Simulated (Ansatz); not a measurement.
Consider BrClH$_{4}$MgSi.

```xyz
8

Mg   -0.8550   -1.0412   -0.7008
Si    0.9162    0.2427    0.7941
Cl   -1.7011   -2.9484   -1.3543
H    -0.5837    1.0604   -0.5672
Br   -1.7263    1.3253   -1.5800
H     2.2733   -0.2464    0.4138
H     1.0048    1.7370    0.7762
H     0.6719   -0.1296    2.2182
```

A transition-state structure; geometry: PBE0-D4/def2-TZVP.

Computed with RKS PBE0-D4/def2-TZVPP in Ansatz.

**Predict the electron density and electron localisation function between the atoms.**

Mg–Cl (2.19 Å): the density is about 0.55 e/Å³ at the midpoint; the ELF peaks at about 0.85 in the valence shell of Cl, 0.9 Å from its nucleus, and falls to about 0.05 next to Mg (a largely ionic contact).
Mg–Si (2.65 Å): the density is about 0.34 e/Å³ at the midpoint; the ELF peaks at about 1 in the valence shell of Si, 1.2 Å from its nucleus, and is about 1 at the midpoint.
Mg–Br (2.67 Å): the density is about 0.27 e/Å³ at the midpoint; the ELF peaks at about 0.75 in the valence shell of Br, 1.0 Å from its nucleus, and falls to about 0 next to Mg (a closed-shell, largely ionic contact).
Si–H (1.50 Å): ρ is about 0.77 e/Å³ halfway; the ELF climbs to about 1 towards the hydrogen, as it does in any bond to H.

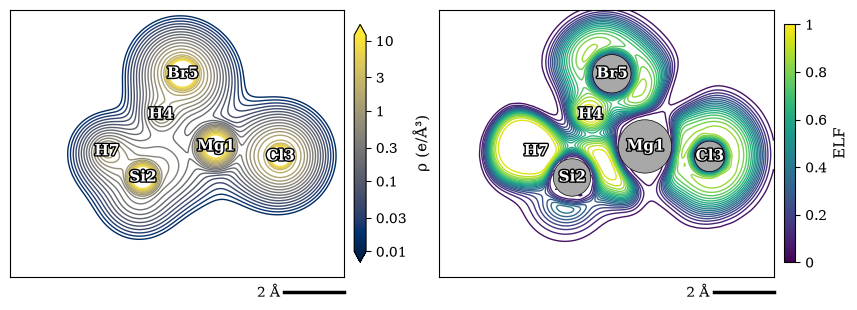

Computed electron density and electron localisation function on the plane of atoms Si2, Mg1 and Cl3, in this order. Grey discs cover the atomic cores in the ELF map. 
